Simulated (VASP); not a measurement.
**SiO2 (Quartz): convergence with the smearing and k-mesh**

Aim: find what the smearing and k-mesh change for SiO2 (Quartz), and what they cost. The series runs use r2SCAN. The smearing tried: ISMEAR = 0, SIGMA = 0.01; ISMEAR = 0, SIGMA = 0.05; ISMEAR = 0, SIGMA = 0.1; ISMEAR = 0, SIGMA = 0.2; ISMEAR = 0, SIGMA = 0.5; ISMEAR = 1, SIGMA = 0.01; ISMEAR = 1, SIGMA = 0.05; ISMEAR = 1, SIGMA = 0.1; ISMEAR = 1, SIGMA = 0.2; ISMEAR = 1, SIGMA = 0.5; ISMEAR = -5. The k-mesh tried: 2 2 1; 2 2 2; 3 3 2; 4 4 3; 5 5 4; 6 6 5; 8 8 6; 10 10 8. The start is a cell from a database of measured crystal structures.

Calculated with VASP 6.6.1; r2SCAN; plane waves and PAW (Si, O).

## (1) Set-up

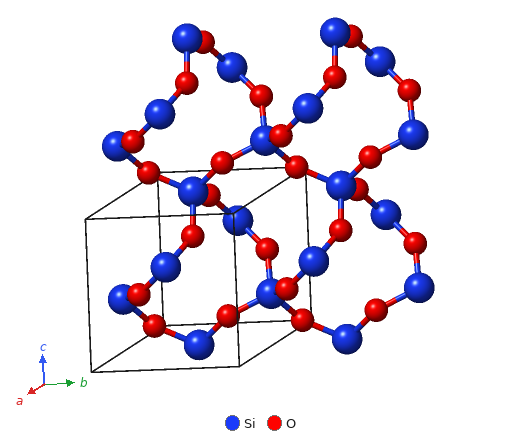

Start, viewed slightly off an axis; silicon blue, oxygen red. 1×2×2 cells are drawn. Some periodic images of atoms are drawn too.

## (2) Smearing: ISMEAR = 0, SIGMA = 0.01

With a gap, smearing should do nothing until its tail reaches across the gap. r2SCAN adds the kinetic-energy density, costs more than a GGA and is run with LASPH.

INCAR

```
SYSTEM = SiO2
PREC = Accurate
ENCUT = 520
EDIFF = 1E-06
NELM = 100
ISMEAR = 0
SIGMA = 0.01
LREAL = .FALSE.
ALGO = Normal
METAGGA = R2SCAN
LASPH = .TRUE.
NBANDS = 33
LORBIT = 11
LWAVE = .FALSE.
LCHARG = .FALSE.
KPAR = 8
ISIF = 2
```

POSCAR

```
SiO2
1.0
    4.9158000000      0.0000000000      0.0000000000
   -2.4579000000      4.2572076799      0.0000000000
    0.0000000000      0.0000000000      5.4091000000
Si O
3 6
Direct
    0.5303000000      0.0000000000      0.3333333333
    0.0000000000      0.5303000000      0.6666666667
    0.4697000000      0.4697000000      0.0000000000
    0.1462000000      0.4142000000      0.8810000000
    0.5858000000      0.7320000000      0.2143333333
    0.2680000000      0.8538000000      0.5476666667
    0.4142000000      0.1462000000      0.1190000000
    0.7320000000      0.5858000000      0.7856666667
    0.8538000000      0.2680000000      0.4523333333
```

KPOINTS

```
Automatic mesh
0
Gamma
5 5 4
0 0 0
```

Potentials, in the order of the species: Si and O (PBE family, release 64).

Run with:

```
$ mpirun -np 8 vasp_std
```

The log of the run:

```text
[banner, memory and clock lines left out]
running    8 mpi-ranks, on    1 nodes
 distrk:  each k-point on    1 cores,    8 groups
 distr:  one band on    1 cores,    1 groups

 POSCAR found type information on POSCAR SiO
 POSCAR found :  2 types and       9 ions
|                                                                             |
|           W    W    AA    RRRRR   N    N  II  N    N   GGGG   !!!           |
|           W    W   A  A   R    R  NN   N  II  NN   N  G    G  !!!           |
|           W    W  A    A  R    R  N N  N  II  N N  N  G       !!!           |
|           W WW W  AAAAAA  RRRRR   N  N N  II  N  N N  G  GGG   !            |
|           WW  WW  A    A  R   R   N   NN  II  N   NN  G    G                |
|           W    W  A    A  R    R  N    N  II  N    N   GGGG   !!!           |
|                                                                             |
|     For optimal performance we recommend to set                             |
|       NCORE = 2 up to number-of-cores-per-socket                            |
|     NCORE specifies how many cores store one orbital (NPAR=cpu/NCORE).      |
|     This setting can greatly improve the performance of VASP for DFT.       |
|     The default, NCORE=1 might be grossly inefficient on modern             |
|     multi-core architectures or massively parallel machines. Do your        |
|     Unfortunately you need to use the default for GW and RPA                |
|     calculations (for HF NCORE is supported but not extensively tested      |
|     yet).                                                                   |
|                                                                             |

|                                                                             |
|               ----> ADVICE to this user running VASP <----                  |
|                                                                             |
|     You enforced a specific xc type in the INCAR file but a different       |
|     [... a line on the potential file left out ...]
|     I HOPE YOU KNOW WHAT YOU ARE DOING!                                     |
|                                                                             |

 LDA part: xc-table for (None), standard interpolation
 POSCAR, INCAR and KPOINTS ok, starting setup
 FFT: planning ... GRIDC
 FFT: planning ... GRID_SOFT
 FFT: planning ... GRID
 WAVECAR not read
 entering main loop
       N       E                     dE             d eps       ncg     rms          rms(c)
DAV:   1     0.252840862765E+03    0.25284E+03   -0.26075E+04  1122   0.138E+03
DAV:   2    -0.945293682329E+02   -0.34737E+03   -0.33549E+03  1440   0.314E+02
DAV:   3    -0.112973582432E+03   -0.18444E+02   -0.18375E+02  1428   0.772E+01
DAV:   4    -0.113163349599E+03   -0.18977E+00   -0.18961E+00  1412   0.881E+00
DAV:   5    -0.113166003059E+03   -0.26535E-02   -0.26527E-02  1428   0.103E+00    0.262E+01
DAV:   6    -0.889408766018E+02    0.24225E+02   -0.20919E+01  1320   0.238E+01    0.149E+01
DAV:   7    -0.893001699299E+02   -0.35929E+00   -0.28244E+00  1372   0.886E+00    0.538E+00
DAV:   8    -0.894017846199E+02   -0.10161E+00   -0.19886E-01  1364   0.310E+00    0.165E+00
DAV:   9    -0.894217785913E+02   -0.19994E-01   -0.77015E-02  1364   0.156E+00    0.467E-01
DAV:  10    -0.894226591729E+02   -0.88058E-03   -0.26261E-03  1380   0.320E-01    0.154E-01
DAV:  11    -0.894230588449E+02   -0.39967E-03   -0.38602E-04  1324   0.145E-01    0.432E-02
DAV:  12    -0.894230519867E+02    0.68581E-05   -0.15653E-05  1420   0.267E-02    0.211E-02
DAV:  13    -0.894230516264E+02    0.36034E-06   -0.40628E-06  1260   0.120E-02
   1 F= -.89423052E+02 E0= -.89423052E+02  d E =-.596447E-14
```

Wall time 43 s (8 MPI ranks of AMD EPYC 7R43, shared host); peak memory 2.1 GiB.

The logs omit lines about the potential files and the build; timing stands in the text.

Parts of OUTCAR (step 2):

```text
ion  position               nearest neighbor table
   1  0.530  0.000  0.333-   5 1.61   9 1.61   7 1.61   6 1.61   3 3.06   3 3.06   2 3.06   2 3.06

  LATTYP: Found a hexagonal cell.
 ALAT       =     4.9158000000
 C/A-ratio  =     1.1003498922

 Subroutine GETGRP returns: Found  6 space group operations
 (whereof  2 operations were pure point group operations)

The static configuration has the point symmetry C_2 .
 The point group associated with its full space group is D_3 .

 Found     17 irreducible k-points:

   k-points           NKPTS =     17   k-points in BZ     NKDIM =     17   number of bands    NBANDS=     33

   dimension x,y,z NGX =    40 NGY =   40 NGZ =   40
   dimension x,y,z NGXF=    80 NGYF=   80 NGZF=   80

   ENCUT  =  520.0 eV  38.22 Ry    6.18 a.u.   9.14  9.14 10.06*2*pi/ulx,y,z

   NELECT =      48.0000    total number of electrons

 k-points in reciprocal lattice and weights: Automatic mesh
   0.00000000  0.00000000  0.00000000       0.010
   0.20000000  0.00000000  0.00000000       0.060
   0.40000000 -0.00000000  0.00000000       0.060
   0.20000000  0.20000000  0.00000000       0.060
   0.40000000  0.20000000  0.00000000       0.060
   0.00000000  0.00000000  0.25000000       0.020
   0.20000000  0.00000000  0.25000000       0.060
   0.00000000  0.20000000  0.25000000       0.060
   0.40000000 -0.00000000  0.25000000       0.060
[...]
0.20000000  0.20000000  0.50000000       0.060
   0.40000000  0.20000000  0.50000000       0.060

 average (electrostatic) potential at core
       1 -89.4724       2 -89.4724       3 -89.4724       4 -76.2142       5 -76.2142
       6 -76.2142       7 -76.2142       8 -76.2142       9 -76.2142

 E-fermi :   0.6688

 k-point     1 :       0.0000    0.0000    0.0000
  band No.  band energies     occupation
    ...
     20      -0.3860      2.00000
     21      -0.3860      2.00000
     22      -0.0634      2.00000
     23       0.3146      2.00000
     24       0.3146      2.00000
     25       7.2757      0.00000
     26      10.7293      0.00000
     27      10.7293      0.00000
     28      11.2501      0.00000
     29      11.2502      0.00000
    ...

 k-point     2 :       0.2000    0.0000    0.0000
  band No.  band energies     occupation
    ...
     20      -0.4612      2.00000
     21      -0.3841      2.00000
     22      -0.1938      2.00000
     23       0.3750      2.00000
     24       0.4330      2.00000
     25       7.8806      0.00000
     26      10.7450      0.00000
     27      10.8304      0.00000
     28      11.3110      0.00000
     29      11.4416      0.00000
    ...

 k-point     3 :       0.4000   -0.0000    0.0000
  band No.  band energies     occupation
    ...
     20      -0.4987      2.00000
     21      -0.4226      2.00000
     22      -0.1905      2.00000
     23       0.3671      2.00000
     24       0.5739      2.00000
     25       9.1992      0.00000
     26      10.6480      0.00000
     27      11.0296      0.00000
     28      11.3457      0.00000
     29      11.8799      0.00000
    ...

  Total        1.3110674      1.3110674      1.3421738      0.0000000     -0.0000000     -0.0000000
  in kB       18.5563072     18.5563072     18.9965748      0.0000000     -0.0000000     -0.0000000
  external PRESSURE =      18.7030630 kB  Pullay stress =       0.0000000 kB

  energy-cutoff  :      520.00
  volume of cell :      113.20
      direct lattice vectors                 reciprocal lattice vectors
     4.915800000  0.000000000  0.000000000     0.203425689  0.117447876  0.000000000
    -2.457900000  4.257207680  0.000000000     0.000000000  0.234895752  0.000000000
     0.000000000  0.000000000  5.409100000     0.000000000  0.000000000  0.184873639

 POSITION                                       TOTAL-FORCE (eV/Angst)
 -----------------------------------------------------------------------------------
      2.60685      0.00000      1.80303         0.015262      0.000000     -0.000000
     -1.30342      2.25760      3.60607        -0.007631      0.013218     -0.000000
      1.15448      1.99961      0.00000        -0.007631     -0.013218     -0.000000
     -0.29937      1.76334      4.76542        -0.054334     -0.094391      0.051435
      1.08049      3.11628      1.15935         0.108912      0.000141      0.051435
     -0.78112      3.63480      2.96238        -0.054578      0.094250      0.051435
      1.67678      0.62240      0.64368        -0.054578     -0.094250     -0.051435
      2.15853      2.49387      4.24975        -0.054334      0.094391     -0.051435
      3.53839      1.14093      2.44672         0.108912     -0.000141     -0.051435
 -----------------------------------------------------------------------------------
    total drift:                                0.000027      0.000046     -0.000000

  FREE ENERGIE OF THE ION-ELECTRON SYSTEM (eV)
  ---------------------------------------------------
  free  energy   TOTEN  =       -89.4230516264 eV

  energy  without entropy=      -89.4230516264  energy(sigma->0) =      -89.42305163

 total charge
# of ion       s       p       d       tot
------------------------------------------
    1        0.637   1.011   0.000   1.648
    2        0.637   1.011   0.000   1.648
    3        0.637   1.011   0.000   1.648
    4        1.556   3.734   0.000   5.291
    5        1.556   3.734   0.000   5.291
    6        1.556   3.734   0.000   5.291
    7        1.556   3.734   0.000   5.291
    8        1.556   3.734   0.000   5.291
    9        1.556   3.734   0.000   5.291
--------------------------------------------------
tot         11.249  25.439   0.000  36.688

[... 3 further parts left out ...]
```

The gap is read on the k-mesh alone, so it is an upper bound where the band edges lie off the mesh. The PAW data sets were made with PBE, which is usual practice but a small mismatch for other functionals.

A gap read on the k-mesh alone can miss the band edges.

This step gave:

* SCF cycles: 13
* electrons: 48
* bands: 33
* irreducible k-points: 17
* symmetry operations: 6
* free energy (TOTEN): -89.4231 eV
* Fermi energy: 0.6688 eV
* pressure: 1.870 GPa
* metallic: no
* valence top at k: 0.4, 0.2, 0
* conduction bottom at k: 0, 0, 0
* least direct gap at k: 0, 0, 0
* gap on the k-mesh: 6.657 eV
* least direct gap on the k-mesh: 6.961 eV

The series starts at -9.9359 eV an atom and 1.87 GPa, after 13 cycles in 43 s. The entropy term T·S comes to 0.00 meV an atom in size.

## (3) Smearing: ISMEAR = 0, SIGMA = 0.05

INCAR: that of step 2 with these lines changed.

```diff
@@ -6,3 +6,3 @@
 ISMEAR = 0
-SIGMA = 0.01
+SIGMA = 0.05
 LREAL = .FALSE.
```

POSCAR is that of step 2.

KPOINTS is that of step 2.

Run with:

```
$ mpirun -np 8 vasp_std
```

The log of the run:

```text
[banner, memory and clock lines left out]
running    8 mpi-ranks, on    1 nodes
[...]
[... a notice as in an earlier step ...]

 [... a notice as in an earlier step ...]

 LDA part: xc-table for (None), standard interpolation
 POSCAR, INCAR and KPOINTS ok, starting setup
[...]
entering main loop
       N       E                     dE             d eps       ncg     rms          rms(c)
DAV:   1     0.252840001116E+03    0.25284E+03   -0.26075E+04  1122   0.138E+03
[... 7 cycles as in an earlier step ...]
DAV:   9    -0.894217785915E+02   -0.19994E-01   -0.77015E-02  1364   0.156E+00    0.467E-01
[... 2 cycles as in an earlier step ...]
DAV:  12    -0.894230519867E+02    0.68582E-05   -0.15653E-05  1420   0.267E-02    0.211E-02
DAV:  13    -0.894230516265E+02    0.36017E-06   -0.40628E-06  1260   0.120E-02
   1 F= -.89423052E+02 E0= -.89423052E+02  d E =-.152441E-16
```

The job ended after 42 s (8 MPI ranks; peak memory 2 GiB).

OUTCAR, selected parts (step 3):

```text
  Total        1.3110674      1.3110674      1.3421739      0.0000000      0.0000000      0.0000000
  in kB       18.5563070     18.5563070     18.9965749      0.0000000      0.0000000      0.0000000
  external PRESSURE =      18.7030630 kB  Pullay stress =       0.0000000 kB

 POSITION                                       TOTAL-FORCE (eV/Angst)
 -----------------------------------------------------------------------------------
      2.60685      0.00000      1.80303         0.015262     -0.000000     -0.000000
     -1.30342      2.25760      3.60607        -0.007631      0.013218     -0.000000
      1.15448      1.99961      0.00000        -0.007631     -0.013218     -0.000000
     -0.29937      1.76334      4.76542        -0.054334     -0.094391      0.051435
      1.08049      3.11628      1.15935         0.108912      0.000141      0.051435
     -0.78112      3.63480      2.96238        -0.054578      0.094250      0.051435
      1.67678      0.62240      0.64368        -0.054578     -0.094250     -0.051435
      2.15853      2.49387      4.24975        -0.054334      0.094391     -0.051435
      3.53839      1.14093      2.44672         0.108912     -0.000141     -0.051435
 -----------------------------------------------------------------------------------
    total drift:                                0.000027      0.000046     -0.000000

  FREE ENERGIE OF THE ION-ELECTRON SYSTEM (eV)
  ---------------------------------------------------
  free  energy   TOTEN  =       -89.4230516265 eV

  energy  without entropy=      -89.4230516265  energy(sigma->0) =      -89.42305163

[... 2 parts as in an earlier step ...]

[... 1 further part left out ...]
[key lines of the parts left out:]
E-fermi :   0.9034
```

Against the run before the energy at zero width stays within 0.01 meV an atom and the pressure within 0.01 GPa, after 13 cycles in 42 s. The entropy term T·S comes to 0.00 meV an atom in size.

## (4) Smearing: ISMEAR = 0, SIGMA = 0.1

INCAR: that of step 3 with these lines changed.

```diff
@@ -6,3 +6,3 @@
 ISMEAR = 0
-SIGMA = 0.05
+SIGMA = 0.1
 LREAL = .FALSE.
```

POSCAR is that of step 3.

KPOINTS is that of step 3.

Run with:

```
$ mpirun -np 8 vasp_std
```

The log of the run:

```text
[... set-up lines as in an earlier step ...]
 entering main loop
       N       E                     dE             d eps       ncg     rms          rms(c)
DAV:   1     0.252837805240E+03    0.25284E+03   -0.26075E+04  1122   0.138E+03
DAV:   2    -0.945293682328E+02   -0.34737E+03   -0.33540E+03  1440   0.314E+02
[... 4 cycles as in an earlier step ...]
DAV:   7    -0.893001699297E+02   -0.35929E+00   -0.28244E+00  1372   0.886E+00    0.538E+00
[... 4 cycles as in an earlier step ...]
DAV:  12    -0.894230519868E+02    0.68581E-05   -0.15653E-05  1420   0.267E-02    0.211E-02
DAV:  13    -0.894230516264E+02    0.36040E-06   -0.40628E-06  1260   0.120E-02
   1 F= -.89423052E+02 E0= -.89423052E+02  d E =-.496493E-14
```

It took 42 s on 8 MPI ranks; peak memory 2 GiB.

OUTCAR, selected parts (step 4):

```text
  Total        1.3110674      1.3110674      1.3421739      0.0000000     -0.0000000      0.0000000
  in kB       18.5563072     18.5563072     18.9965748      0.0000000     -0.0000000      0.0000000
  external PRESSURE =      18.7030631 kB  Pullay stress =       0.0000000 kB

[... 5 parts as in an earlier step ...]

[... 1 further part left out ...]
[key lines of the parts left out:]
E-fermi :   1.1419
```

Against the run before the energy at zero width stays within 0.01 meV an atom and the pressure within 0.01 GPa, after 13 cycles in 42 s. The entropy term T·S comes to 0.00 meV an atom in size.

## (5) Smearing: ISMEAR = 0, SIGMA = 0.2

INCAR: that of step 4 with these lines changed.

```diff
@@ -6,3 +6,3 @@
 ISMEAR = 0
-SIGMA = 0.1
+SIGMA = 0.2
 LREAL = .FALSE.
```

POSCAR is that of step 4.

KPOINTS is that of step 4.

Run with:

```
$ mpirun -np 8 vasp_std
```

The log of the run:

```text
[... set-up lines as in an earlier step ...]
 entering main loop
       N       E                     dE             d eps       ncg     rms          rms(c)
DAV:   1     0.252827140565E+03    0.25283E+03   -0.26075E+04  1122   0.138E+03
DAV:   2    -0.945293682329E+02   -0.34736E+03   -0.33518E+03  1440   0.314E+02
[... 3 cycles as in an earlier step ...]
DAV:   6    -0.889408766019E+02    0.24225E+02   -0.20919E+01  1320   0.238E+01    0.149E+01
DAV:   7    -0.893001699298E+02   -0.35929E+00   -0.28244E+00  1372   0.886E+00    0.538E+00
DAV:   8    -0.894017846198E+02   -0.10161E+00   -0.19886E-01  1364   0.310E+00    0.165E+00
DAV:   9    -0.894217785912E+02   -0.19994E-01   -0.77015E-02  1364   0.156E+00    0.467E-01
[... 1 cycle as in an earlier step ...]
DAV:  11    -0.894230588448E+02   -0.39967E-03   -0.38602E-04  1324   0.145E-01    0.432E-02
[... 1 cycle as in an earlier step ...]
DAV:  13    -0.894230516264E+02    0.36030E-06   -0.40628E-06  1260   0.120E-02
   1 F= -.89423052E+02 E0= -.89423052E+02  d E =-.966382E-12
```

Wall time 43 s (8 MPI ranks); peak memory 2.1 GiB.

From OUTCAR (step 5):

```text
  Total        1.3110674      1.3110674      1.3421739     -0.0000000      0.0000000      0.0000000
  in kB       18.5563071     18.5563071     18.9965750     -0.0000000      0.0000000      0.0000000
  external PRESSURE =      18.7030631 kB  Pullay stress =       0.0000000 kB

 POSITION                                       TOTAL-FORCE (eV/Angst)
 -----------------------------------------------------------------------------------
      2.60685      0.00000      1.80303         0.015262      0.000000     -0.000000
     -1.30342      2.25760      3.60607        -0.007631      0.013218      0.000000
      1.15448      1.99961      0.00000        -0.007631     -0.013218      0.000000
     -0.29937      1.76334      4.76542        -0.054334     -0.094391      0.051435
      1.08049      3.11628      1.15935         0.108912      0.000141      0.051435
     -0.78112      3.63480      2.96238        -0.054578      0.094250      0.051435
      1.67678      0.62240      0.64368        -0.054578     -0.094250     -0.051435
      2.15853      2.49387      4.24975        -0.054334      0.094391     -0.051435
      3.53839      1.14093      2.44672         0.108912     -0.000141     -0.051435
 -----------------------------------------------------------------------------------
    total drift:                                0.000027      0.000046     -0.000000

[... 4 parts as in an earlier step ...]

[... 1 further part left out ...]
[key lines of the parts left out:]
E-fermi :   1.5809
```

Against the run before the energy at zero width stays within 0.01 meV an atom and the pressure within 0.01 GPa, after 13 cycles in 43 s. The entropy term T·S comes to 0.00 meV an atom in size.

[end of part 1 of 4]

[Lines on the potential files, build, host, timing and source positions are cut from VASP's logs without a mark.]

[Logs are printed without paths, hosts, clocks, repeated set-up lines and the standing remarks that a program may print on its own settings, such as how far it seeks lower states.]

[Hosts, paths, dates, database ids (printed as entryN), source tags and the programs' standing remarks are cut or masked in the printed files.]

[A measured line is paired with the nearest computed mode of its activity, which favours agreement.]
